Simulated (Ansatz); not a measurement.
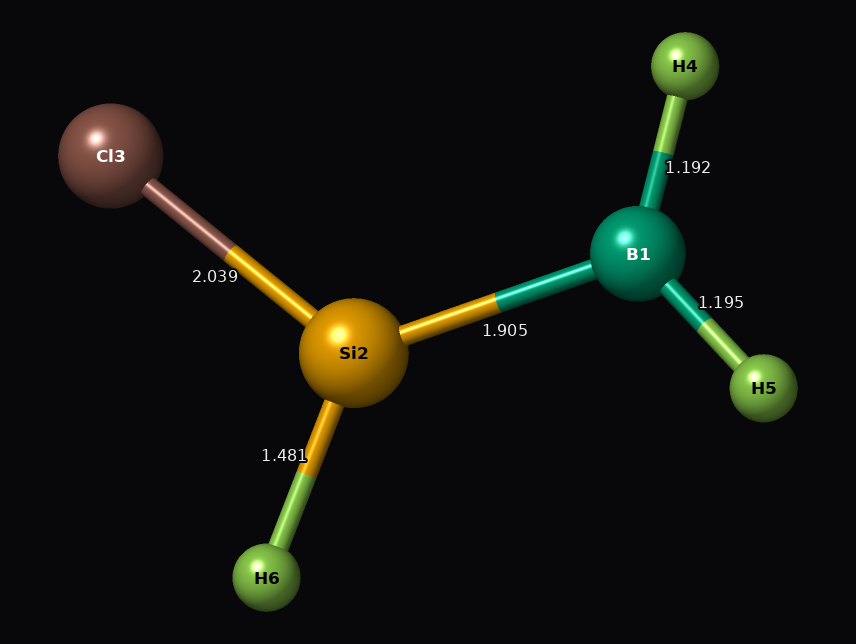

Bond lengths are marked in Å; every bond is drawn as one stick. The species is neutral and a spin doublet. The computed structure is the end point of a PBE0-D4/def2-TZVP optimisation. No frequency run is at hand to confirm it as a minimum.

**Assign a bond order to each marked bond.**

B1–Si2 single; B1–H4 single; B1–H5 single; Si2–Cl3 single; Si2–H6 single. This is one Lewis structure.

**Write the SMILES.**

B[SiH]Cl
